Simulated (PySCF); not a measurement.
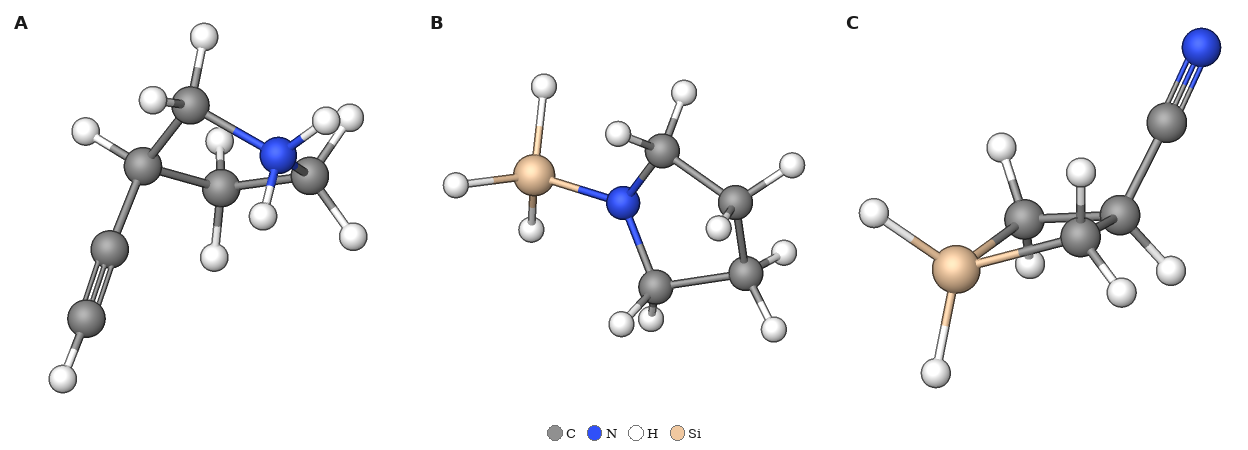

The picture comes from a calculation with PySCF.

Which panel belongs to which SMILES?
(1) [SiH3]N1CCCC1
(2) N#CC1C[SiH2]C1
(3) C#C[C@@H]1CC[NH2+]C1

A is (3), B is (1), C is (2).
